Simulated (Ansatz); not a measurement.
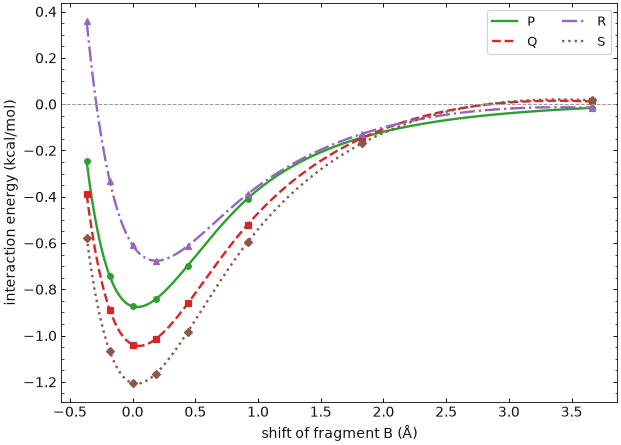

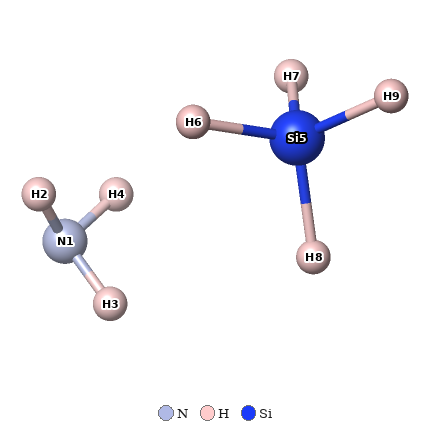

Interaction curve of the pair H₃N (A) and H₄Si (B), from the arrangement drawn (closest contact, H···H pairs aside, H3···Si5 3.43 Å and its like; others can bind more strongly), without the energy that it costs to deform the partners. The Ansatz code, def2-TZVPPD, cores frozen in correlated methods. Fragment B of a pair is moved rigidly from the minimum (PBE0-D4/def2-TZVP) along the line between the fragments' mean atom positions; interaction energies with counterpoise. Splines pass through the computed points, which are marked.

> The curves are CCSD(T), PBE-D4, PBE0-D4 and ωB97M-V. Which is which?

P: ωB97M-V (−0.25 kcal/mol at −0.37 Å); Q: PBE0-D4 (−0.39 kcal/mol at −0.37 Å); R: CCSD(T) (0.36 kcal/mol at −0.37 Å); S: PBE-D4 (−0.58 kcal/mol at −0.37 Å).
